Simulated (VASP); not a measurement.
Band structure of MgF₂ (rutile). Calculation: optB88-vdW, VASP's PBE PAW potentials (set 64) (plane waves; VASP).

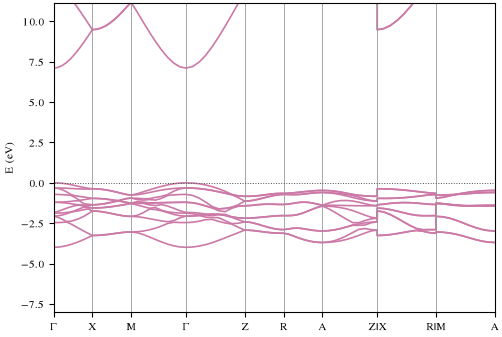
Fig. 1. Bands along high-symmetry lines, zero at the valence-band maximum or, without a gap, the Fermi level

Q: Read the plot: is there a gap, and where are the band edges?

A: The gap is direct, 7.10 eV, from the valence maximum at Γ to the conduction minimum at Γ. (Edges off the drawn lines would not show.)

Measured: gap 12.40 eV (computed value off by -5.30 eV), as given by Andrés Aguado et al., Journal of the Physical Society of Japan (1999), arXiv:cond-mat/9901145.

The compound is MgF2 in the rutile structure. It was relaxed first.
